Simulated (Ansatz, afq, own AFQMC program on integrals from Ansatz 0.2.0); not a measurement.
# SiGeH2 (triplet): quantum Monte Carlo beside coupled cluster at distance Si1–Ge2 = 4.236 Å, cc-pVDZ

Aim: compute SiGeH2 (triplet) with auxiliary-field quantum Monte Carlo on the same integrals as coupled cluster, and set the energies side by side.

Computed with Ansatz 0.2.0, Gaussian basis, and an in-house AFQMC program (afq) on its integrals; all values are calculated. Level: cc-pVDZ, frozen cores.

The runs, in order: PBE (unrestricted); r2SCAN (unrestricted); PBE0 (unrestricted); B3LYP (unrestricted); wB97M-V (unrestricted); B2PLYP (unrestricted); CCSD(T) on UHF; CCSDT(Q) on UHF; Phaseless AFQMC, CISD trial on UHF.

1 further run of the same task is left out (it didn't finish).

## (1) The system

The geometry derives from a PBE0/def2-TZVP stationary point (not a proven minimum). One bond is set to the value named and the two fragments are kept rigid. No spin-orbit coupling is included. The filled d shell of Ge may be among the frozen orbitals whatever the setting's name suggests; the logs give the count.

4 atoms, charge 0, spin multiplicity 3.

Atoms are counted from 1 here; the program's logs count them from 0.

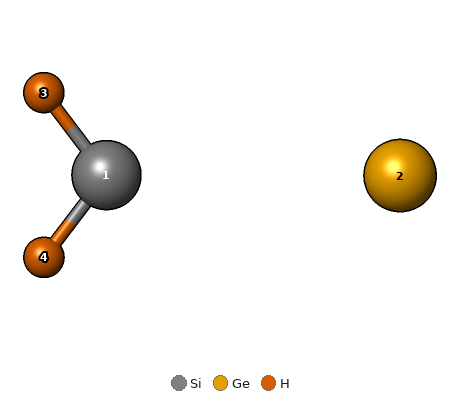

The geometry (silicon grey, germanium amber, hydrogen orange); atoms are numbered from 1 in the order of the file.

## (2) PBE (unrestricted)

in.yaml

```yaml
crystal:
  periodic: [false, false, false]
  atoms:
    - {symbol: Si, position_ang: [0.000000, 0.000000, 0.607488]}
    - {symbol: Ge, position_ang: [0.000000, 0.000000, -3.628512]}
    - {symbol: H, position_ang: [0.000000, 1.191949, 1.510512]}
    - {symbol: H, position_ang: [0.000000, -1.191949, 1.510512]}
basis:
  gaussian: {orbitals: cc-pVDZ}
magnetization: {spin_polarized: true, initial_magnetization: 2}
hamiltonian: {xc: {name: PBE}}
output: {orbitals: {seedname: orbitals}}
```

The run is started by

```console
$ ansatz run in.yaml --threads 1 --pin off --events-out ev --progress --plain --max-ram 1382MiB
```

Standard output:

```text
Functional definition: PBE
  name "PBE"
  cite "Perdew, Burke & Ernzerhof, Phys. Rev. Lett. 77, 3865 (1996) doi:10.1103/PhysRevLett.77.3865"
  parent pbe
  parameter kappa = 0.804
  parameter beta = 0.06672455060314922
  exchange = pbe_x(kappa = kappa, mu = beta*pi^2/3)
  correlation = pbe_c(beta = beta)
600 factors; integrals over basis functions are off by at most 1.2e-3 eV
mean field evaluation 1: about -64404.7002 eV, gradient 1.5e1 eV
mean field evaluation 2: about -64287.0936 eV, gradient 6.2e1 eV
mean field evaluation 4: about -64408.2397 eV, gradient 1.1e1 eV
mean field evaluation 8: about -64410.0578 eV, gradient 3.3e-1 eV
mean field evaluation 16: about -64410.0580 eV, gradient 2.1e-3 eV
mean field evaluation 32: about -64408.5854 eV, gradient 3.8e0 eV
mean field evaluation 64: about -64409.9260 eV, gradient 2.1e-1 eV
mean field evaluation 96: about -64409.7391 eV, gradient 5.4e-1 eV
mean field evaluation 128: about -64408.5854 eV, gradient 3.8e0 eV
mean field evaluation 160: about -64408.6301 eV, gradient 1.6e0 eV
mean field -64410.05800398 eV, -2367.0259729410 hartree, gradient 1.8e-6 eV, S^2 2.009304; 16 other end points of the search recorded, 0 dependent functions left out
reference -64410.05804130 eV, -2367.0259743124 hartree; 25, 23 occupied and 30, 32 virtual orbitals, 600 factors
Total energy: -64410.05804130 eV, -2367.0259743124 hartree
```

Run time: 7 s. Hardware: 1 thread of Intel Xeon 6975P-C (Granite Rapids), shared host.

From the report: ⟨S²⟩ of the determinant 2.009 (pure triplet: 2.00).

## (3) r2SCAN (unrestricted)

in.yaml, as its differences from that of step 2:

```diff
@@ -10,3 +10,2 @@
 magnetization: {spin_polarized: true, initial_magnetization: 2}
-hamiltonian: {xc: {name: PBE}}
-output: {orbitals: {seedname: orbitals}}
+hamiltonian: {xc: {name: r2SCAN}}
```

Same command.

Standard output (excerpt; [...] marks lines left out):

```text
Functional definition: r2SCAN
  name "r2SCAN"
  cite "Furness, Kaplan, Ning, Perdew & Sun, J. Phys. Chem. Lett. 11, 8208 (2020) doi:10.1021/acs.jpclett.0c02405"
  cite "Furness, Kaplan, Ning, Perdew & Sun, J. Phys. Chem. Lett. 11, 9248 (2020) doi:10.1021/acs.jpclett.0c03077"
  parent r2scan
[...]
600 factors; integrals over basis functions are off by at most 1.2e-3 eV
[...]
mean field -64421.50654122 eV, -2367.4466989245 hartree, gradient 6.0e-6 eV, S^2 2.311316; 21 other end points of the search recorded, 0 dependent functions left out
reference -64421.50655343 eV, -2367.4466993729 hartree; 25, 23 occupied and 30, 32 virtual orbitals, 600 factors
Total energy: -64421.50655343 eV, -2367.4466993729 hartree
```

Wall time 18 s (1 thread of Intel Xeon 6975P-C (Granite Rapids), shared host).

From the report: ⟨S²⟩ of the determinant 2.311 (pure triplet: 2.00).

## (4) PBE0 (unrestricted)

in.yaml, as its differences from that of step 3:

```diff
@@ -10,2 +10,3 @@
 magnetization: {spin_polarized: true, initial_magnetization: 2}
-hamiltonian: {xc: {name: r2SCAN}}
+hamiltonian: {xc: {name: PBE0}}
+output: {orbitals: {seedname: orbitals}}
```

Same command.

Standard output (excerpt; [...] marks lines left out):

```text
Functional definition: PBE0
  name "PBE0"
  cite "Adamo & Barone, J. Chem. Phys. 110, 6158 (1999) doi:10.1063/1.478522"
  cite "Perdew, Burke & Ernzerhof, Phys. Rev. Lett. 77, 3865 (1996) doi:10.1103/PhysRevLett.77.3865"
  parent pbe
[...]
600 factors; integrals over basis functions are off by at most 1.2e-3 eV
[...]
mean field -64412.25826808 eV, -2367.1068311552 hartree, gradient 1.5e-6 eV, S^2 2.158671; 8 other end points of the search recorded, 0 dependent functions left out
reference -64412.25829661 eV, -2367.1068322036 hartree; 25, 23 occupied and 30, 32 virtual orbitals, 600 factors
Total energy: -64412.25829661 eV, -2367.1068322036 hartree
```

It took 4.7 s on 1 thread of Intel Xeon 6975P-C (Granite Rapids), shared host.

From the report: ⟨S²⟩ of the determinant 2.159 (pure triplet: 2.00).

## (5) B3LYP (unrestricted)

in.yaml, as its differences from that of step 4:

```diff
@@ -10,3 +10,2 @@
 magnetization: {spin_polarized: true, initial_magnetization: 2}
-hamiltonian: {xc: {name: PBE0}}
-output: {orbitals: {seedname: orbitals}}
+hamiltonian: {xc: {name: B3LYP}}
```

Same command.

Standard output (excerpt; [...] marks lines left out):

```text
Functional definition: B3LYP
  name "B3LYP"
  cite "Stephens, Devlin, Chabalowski & Frisch, J. Phys. Chem. 98, 11623 (1994) doi:10.1021/j100096a001"
  cite "Becke, Phys. Rev. A 38, 3098 (1988) doi:10.1103/PhysRevA.38.3098"
  cite "Lee, Yang & Parr, Phys. Rev. B 37, 785 (1988) doi:10.1103/PhysRevB.37.785"
  cite "Vosko, Wilk & Nusair, Can. J. Phys. 58, 1200 (1980) doi:10.1139/p80-159"
[...]
600 factors; integrals over basis functions are off by at most 1.2e-3 eV
[...]
mean field -64424.80625831 eV, -2367.5679612908 hartree, gradient 1.8e-6 eV, S^2 2.002452; 12 other end points of the search recorded, 0 dependent functions left out
reference -64424.80650252 eV, -2367.5679702653 hartree; 25, 23 occupied and 30, 32 virtual orbitals, 600 factors
Total energy: -64424.80650252 eV, -2367.5679702653 hartree
```

Run time: 7 s. Hardware: 1 thread of Intel Xeon 6975P-C (Granite Rapids), shared host.

From the report: ⟨S²⟩ of the determinant 2.002 (pure triplet: 2.00).

## (6) wB97M-V (unrestricted)

in.yaml, as its differences from that of step 5:

```diff
@@ -10,2 +10,3 @@
 magnetization: {spin_polarized: true, initial_magnetization: 2}
-hamiltonian: {xc: {name: B3LYP}}
+hamiltonian: {xc: {name: wB97M-V}}
+output: {orbitals: {seedname: orbitals}}
```

Same command.

Standard output (excerpt; [...] marks lines left out):

```text
Functional definition: wB97M-V
  name "wB97M-V"
  cite "Mardirossian & Head-Gordon, J. Chem. Phys. 144, 214110 (2016) doi:10.1063/1.4952647"
  cite "Becke, J. Chem. Phys. 107, 8554 (1997) doi:10.1063/1.475007"
  cite "Vydrov & Van Voorhis, J. Chem. Phys. 133, 244103 (2010) doi:10.1063/1.3521275"
  # Of w^i u^j: cxij and so on, Table III.
[...]
  gx(w, u) = 1 - cx + cx01*u + cx10*w
  gss(w, u) = css00 + css04*u^4 + css10*w + css20*w^2 + css43*w^4*u^3
  gos(w, u) = cos00 + cos10*w + (cos20 + cos21*u)*w^2 + (cos60 + cos61*u)*w^6
[...]
      + integral(e_c_pw_mod_opposite_spin*gos(b97_w_opposite, b97_u_opposite)) + vv10(b, c)
600 factors; integrals over basis functions are off by at most 1.2e-3 eV
185 factors; integrals over basis functions are off by at most 9.3e-6 eV
[...]
mean field -64419.10990215 eV, -2367.3586240629 hartree, gradient 3.7e-6 eV, S^2 2.002378; 3 other end points of the search recorded, 0 dependent functions left out
reference -64419.10994054 eV, -2367.3586254739 hartree; 25, 23 occupied and 30, 32 virtual orbitals, 600 factors
Total energy: -64419.10994054 eV, -2367.3586254739 hartree
```

Run time: 9 s. Hardware: 1 thread of Intel Xeon 6975P-C (Granite Rapids), shared host; peak memory 0.27 GiB.

From the report: ⟨S²⟩ of the determinant 2.002 (pure triplet: 2.00).

## (7) B2PLYP (unrestricted)

in.yaml, as its differences from that of step 6:

```diff
@@ -10,3 +10,3 @@
 magnetization: {spin_polarized: true, initial_magnetization: 2}
-hamiltonian: {xc: {name: wB97M-V}}
-output: {orbitals: {seedname: orbitals}}
+hamiltonian: {xc: {name: B2PLYP}}
+correlation: {electrons: outside_noble_gas}
```

The command is unchanged.

Standard output (excerpt; [...] marks lines left out):

```text
Functional definition: B2PLYP
  name "B2PLYP"
  cite "Grimme, J. Chem. Phys. 124, 034108 (2006) doi:10.1063/1.2148954"
  cite "Becke, Phys. Rev. A 38, 3098 (1988) doi:10.1103/PhysRevA.38.3098"
  cite "Lee, Yang & Parr, Phys. Rev. B 37, 785 (1988) doi:10.1103/PhysRevB.37.785"
[...]
600 factors; integrals over basis functions are off by at most 1.2e-3 eV
[...]
mean field -64406.88125879 eV, -2366.9092297084 hartree, gradient 2.0e-6 eV, S^2 2.200089; 8 other end points of the search recorded, 0 dependent functions left out
19 core orbitals not correlated: weight in the atoms' cores, before any rotation towards them, 1.000 or more for the frozen orbitals, at most 0.000 for the correlated occupied ones
reference -64406.88141267 eV, -2366.9092353633 hartree; 6, 4 occupied and 30, 32 virtual orbitals, 600 factors
second order -4.29162121 eV of doubles, -0.00000000 eV of singles
Total energy: -64408.04015039 eV, -2366.9518181894 hartree
```

Wall time 4.1 s (1 thread of Intel Xeon 6975P-C (Granite Rapids), shared host).

From the report: ⟨S²⟩ of the determinant 2.200 (pure triplet: 2.00).

## (8) CCSD(T) on UHF

in.yaml, as its differences from that of step 7:

```diff
@@ -10,3 +10,2 @@
 magnetization: {spin_polarized: true, initial_magnetization: 2}
-hamiltonian: {xc: {name: B2PLYP}}
-correlation: {electrons: outside_noble_gas}
+correlation: {method: ccsd_t, electrons: outside_noble_gas, hamiltonian_folder: ham}
```

The command is unchanged.

Standard output (excerpt; [...] marks lines left out):

```text
Functional definition: HF
  name "HF"
  cite "Fock, Z. Phys. 61, 126 (1930) doi:10.1007/BF01340294"
  parent pbe
[...]
600 factors; integrals over basis functions are off by at most 1.2e-3 eV
[...]
mean field -64363.51768619 eV, -2365.3156478083 hartree, gradient 7.5e-6 eV, S^2 2.488962; 44 other end points of the search recorded, 0 dependent functions left out
determinant -64363.51768619 eV, -2365.3156478083 hartree, with singles and doubles -64368.01413538 eV, -2365.4808892683 hartree
determinant -64363.37634139 eV, -2365.3104534827 hartree, with singles and doubles -64367.81826024 eV, -2365.4736909895 hartree
determinant -64363.37531286 eV, -2365.3104156847 hartree, with singles and doubles -64367.81084729 eV, -2365.4734185689 hartree
determinant -64363.15098641 eV, -2365.3021718399 hartree, with singles and doubles -64367.88874734 eV, -2365.4762813426 hartree
[...]
determinant -64363.37531286 eV, -2365.3104156847 hartree, with singles and doubles -64367.86616839 eV, -2365.4754515817 hartree
determinant -64363.15098641 eV, -2365.3021718399 hartree, with singles and doubles -64367.88867707 eV, -2365.4762787603 hartree
determinant -64363.14332713 eV, -2365.3018903664 hartree, with singles and doubles -64367.88252726 eV, -2365.4760527590 hartree
determinant -64363.37045810 eV, -2365.3102372758 hartree, with singles and doubles -64368.06313560 eV, -2365.4826899929 hartree
19 core orbitals not correlated: weight in the atoms' cores, before any rotation towards them, 1.000 or more for the frozen orbitals, at most 0.000 for the correlated occupied ones
reference -64363.51768619 eV, -2365.3156478083 hartree; 6, 4 occupied and 30, 32 virtual orbitals, 600 factors
second order -3.24039675 eV of doubles, -0.00000000 eV of singles
cycle   1  -4.53276012 eV  change    2.0e-6 eV  update   2.3e-6
perturbative correction -0.08562827 eV, -0.0031467810 hartree
Total energy: -64368.13607459 eV, -2365.4853704513 hartree
```

Wall time 26 s (1 thread of Intel Xeon 6975P-C (Granite Rapids), shared host).

From the report: ⟨S²⟩ of the determinant 2.489 (pure triplet: 2.00); correlation -4.6184 eV; T1 0.092; largest double amplitude 0.10.

This run also writes the integrals to the folder ham.

## (9) CCSDT(Q) on UHF

in.yaml, as its differences from that of step 8:

```diff
@@ -10,2 +10,2 @@
 magnetization: {spin_polarized: true, initial_magnetization: 2}
-correlation: {method: ccsd_t, electrons: outside_noble_gas, hamiltonian_folder: ham}
+correlation: {method: ccsdt_q, electrons: outside_noble_gas}
```

The command is unchanged.

Standard output (excerpt; [...] marks lines left out):

```text
Functional definition: HF
  name "HF"
  cite "Fock, Z. Phys. 61, 126 (1930) doi:10.1007/BF01340294"
  parent pbe
[...]
1036 factors; integrals over basis functions are off by at most 1.9e-7 eV
[...]
mean field -64363.51774475 eV, -2365.3156499603 hartree, gradient 1.9e-6 eV, S^2 2.488966; 44 other end points of the search recorded, 0 dependent functions left out
determinant -64363.51774475 eV, -2365.3156499603 hartree, with singles and doubles -64368.01419279 eV, -2365.4808913779 hartree
determinant -64363.37639889 eV, -2365.3104555959 hartree, with singles and doubles -64367.81831255 eV, -2365.4736929120 hartree
determinant -64363.37536507 eV, -2365.3104176035 hartree, with singles and doubles -64367.81089742 eV, -2365.4734204110 hartree
determinant -64363.15103571 eV, -2365.3021736517 hartree, with singles and doubles -64367.88880359 eV, -2365.4762834097 hartree
[...]
determinant -64363.15103571 eV, -2365.3021736517 hartree, with singles and doubles -64367.88873279 eV, -2365.4762808081 hartree
determinant -64363.14336851 eV, -2365.3018918872 hartree, with singles and doubles -64367.88257576 eV, -2365.4760545412 hartree
determinant -64363.37051324 eV, -2365.3102393023 hartree, with singles and doubles -64368.06319683 eV, -2365.4826922433 hartree
19 core orbitals not correlated: weight in the atoms' cores, before any rotation towards them, 1.000 or more for the frozen orbitals, at most 0.000 for the correlated occupied ones
reference -64363.51774475 eV, -2365.3156499603 hartree; 6, 4 occupied and 30, 32 virtual orbitals, 1036 factors
second order -3.24042075 eV of doubles, -0.00000000 eV of singles
cycle   1  -4.01683018 eV  change   -7.8e-1 eV  update   8.1e-2
[...]
cycle  50  -4.65366564 eV  change   -4.8e-7 eV  update   5.1e-7
perturbative correction -0.00447675 eV, -0.0001645176 hartree
Total energy: -64368.17588714 eV, -2365.4868335358 hartree
```

Run time: 46 s. Hardware: 1 thread of Intel Xeon 6975P-C (Granite Rapids), shared host; peak memory 0.32 GiB.

From the report: ⟨S²⟩ of the determinant 2.489 (pure triplet: 2.00); correlation -4.6581 eV; T1 0.103; largest double amplitude 0.12.

## (10) Phaseless AFQMC, CISD trial on UHF

It reads the integrals that the CCSD(T) run on this determinant wrote.

The run is started by

```console
$ afq ham --method phaseless --trial cisd --walkers 60 --populations 1 --least-time 40 --time-step 0.005 --steps-per-block 50 --equilibration-blocks 40 --max-blocks 300 --target-error 0.00076 --factor-cut 1e-05 --start spin_pure --seed 7713 --release-times 0.24,0.51,0.99,1.62,2.4 --release-step 0.03 --release-every 4 --taylor-order 6
```

Standard output:

```text
orbitals 36  electrons 6 4  factors 245 of 600
reference energy -2365.31564781 Eh
CCSD correlation -0.16657534 Eh in 24 cycles, weight of the determinant in the CISD state 0.7294
energy of the start -2365.455550 Eh
 block  time / (1/Eh)  mean weight  energy / Eh
     1     0.250  1.0008  -2365.462896
     2     0.500  0.9987  -2365.468172
     3     0.750  1.0008  -2365.471995
     4     1.000  1.0018  -2365.475444
     5     1.250  1.0000  -2365.476871
     6     1.500  1.0003  -2365.482789
     7     1.750  0.9975  -2365.487516
     8     2.000  1.0005  -2365.487308
     9     2.250  0.9978  -2365.486139
    10     2.500  0.9990  -2365.485459
    11     2.750  1.0008  -2365.482221
    16     4.000  1.0021  -2365.485923
    21     5.250  1.0005  -2365.485278
    26     6.500  1.0007  -2365.489576
    31     7.750  1.0019  -2365.483187
    36     9.000  1.0000  -2365.487651
    41    10.250  1.0007  -2365.482230
    46    11.500  1.0008  -2365.483940
    51    12.750  0.9992  -2365.495453
    56    14.000  0.9993  -2365.484583
    61    15.250  1.0010  -2365.490254
    66    16.500  1.0004  -2365.482404
    71    17.750  0.9992  -2365.480910
    76    19.000  0.9985  -2365.486149
    81    20.250  1.0000  -2365.484992
    86    21.500  1.0022  -2365.488456
    91    22.750  1.0001  -2365.486803
    96    24.000  0.9999  -2365.481112
   101    25.250  0.9999  -2365.488379
   106    26.500  0.9999  -2365.483221
   111    27.750  1.0004  -2365.484773
   116    29.000  0.9997  -2365.489521
   121    30.250  1.0002  -2365.491781
   126    31.500  1.0010  -2365.487498
   131    32.750  1.0002  -2365.484391
   136    34.000  1.0002  -2365.486418
   141    35.250  0.9977  -2365.491791
   146    36.500  0.9992  -2365.484989
   151    37.750  0.9961  -2365.490520
   156    39.000  0.9998  -2365.489243
   161    40.250  1.0012  -2365.492204
   166    41.500  1.0014  -2365.490281
   171    42.750  1.0019  -2365.485568
   176    44.000  0.9944  -2365.482430
   181    45.250  0.9992  -2365.480966
   186    46.500  1.0010  -2365.481458
   191    47.750  1.0006  -2365.484994
   196    49.000  0.9969  -2365.488053
blocks merged  error / Eh  count
     1  0.000263  160
     2  0.000341  80
     4  0.000422  40
     8  0.000500  20
    16  0.000535  10
released: time / (1/Eh)  energy / Eh  error  mean overlap
  0.24  -2365.486189  0.000462  1.0035
  0.51  -2365.486165  0.000514  1.0102
  0.99  -2365.486677  0.000717  1.0198
  1.62  -2365.486350  0.000670  1.0149
  2.40  -2365.487212  0.000959  0.9801
energy -2365.485663 +/- 0.000500 Eh
```

Run time: 2.3 min. Hardware: 1 thread of Intel Xeon 6975P-C (Granite Rapids), shared host.

Energy -64368.1440 ± 0.0136 eV. Caveats: constraint bias not in the error.

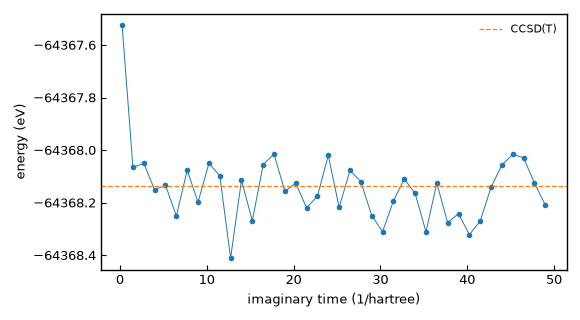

Block energies along the walk.

## (11) All levels side by side

On the UHF determinant, counted from CCSDT(Q) (a yardstick, not exact):

```csv
level,energy (eV),from CCSDT(Q) (kcal/mol),statistical error (kcal/mol),time
HF,-64363.5177,+107.42,,
MP2,-64366.7581,+32.70,,
CCSD,-64368.0504,+2.89,,
CCSD(T),-64368.1361,+0.92,,
CCSDT(Q),-64368.1759,0.00,,
"Phaseless AFQMC, CISD trial, step 0.005, 60 walkers",-64368.1440,+0.73,0.31,2.3 min
```

The functionals' totals stand on their own zeros and serve differences with other points: PBE -64410.058 eV; r2SCAN -64421.507 eV; PBE0 -64412.258 eV; B3LYP -64424.807 eV; wB97M-V -64419.110 eV; B2PLYP -64408.040 eV.

## (12) Outcome

| quantity | value |
| --- | --- |
| CCSD(T) on UHF from CCSDT(Q) | +0.92 kcal/mol |
| Phaseless AFQMC, CISD trial on UHF from CCSDT(Q) | +0.73 ± 0.31 kcal/mol |

In words: On UHF the phaseless walk with the CISD trial lies +0.73 kcal/mol from CCSDT(Q), within three error bars. Error bars are statistical and leave out the constraint, the time step and what remains of the start.
